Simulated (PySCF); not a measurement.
## Electronic structure of C5H8O2Si2 in real space

Input file:

```
{"job": {"kind": "nmr", "xc": "PBE0", "basis": "pcSseg-1"}, "charge": 0, "multiplicity": 1}
C      2.751507     2.258829     0.955905
C      2.118037     1.242250     1.068296
Si     1.150055    -0.327337     1.228268
Si     1.567498    -1.967201    -0.348621
O      0.089142    -1.798091    -1.060167
C     -0.818546    -0.885529    -0.606824
C     -0.561188    -0.090268     0.434425
O     -1.404509     0.844764     0.967406
C     -2.662234     1.011303     0.361812
H      3.301982     3.151047     0.861044
H      1.019693    -0.633748     2.659505
H      1.620538    -3.366340     0.077620
H      2.532033    -1.726076    -1.420443
H     -1.730272    -0.904160    -1.188212
H     -3.168147     1.792285     0.927096
H     -3.249669     0.087724     0.405999
H     -2.562917     1.322579    -0.683557
```

Launched as:

```sh
OMP_NUM_THREADS=1 python probes_run.py task.json out
```

Geometry: GFN2-xTB.

Theory: PBE0/pcSseg-1, SCF density, gas phase, non-relativistic in PySCF.

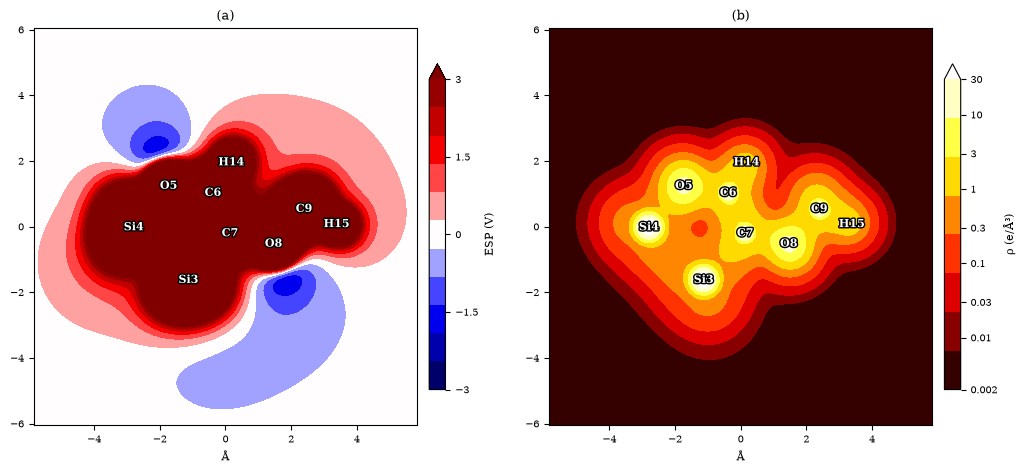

Figure 1. (a) molecular electrostatic potential; (b) total electron density on the plane of atoms Si3, Si4 and O5.

Question: Describe what can be read from this map.

Answer:
- Atoms in the plane: Si, O, C and H.
- C–O (1.36 Å): the density is about 2.2 e/Å³ at the midpoint, with its minimum of 1.9 e/Å³ about 0.5 Å from C.
- Si–O (1.65 Å): the density is about 1.1 e/Å³ at the midpoint.
- Si–Si (2.31 Å): the density is about 0.67 e/Å³ at the midpoint.
- C–H (1.08 Å): ρ is about 2.1 e/Å³ halfway.
- C–C (1.34 Å): ρ is about 2.3 e/Å³ halfway.
- Outside the dense part of the molecule the potential is most negative (−1.8 V) near O8.

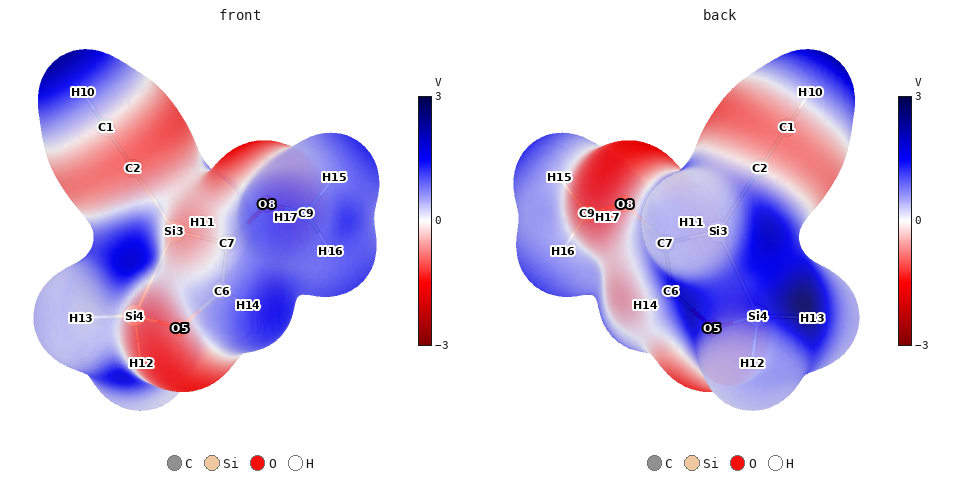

Figure 2. The molecular electrostatic potential painted on the density surface at 0.004 e/bohr³, seen from the front and from behind; red is negative and blue positive.

Question: Describe the electrostatic potential map.

Answer: The most negative region (about −1.5 V, or −35 kcal/mol for a unit charge) lies over O8, the most positive (about +2.6 V, or +60 kcal/mol for a unit charge) over Si4. O8 is the likeliest acceptor of a hydrogen bond.
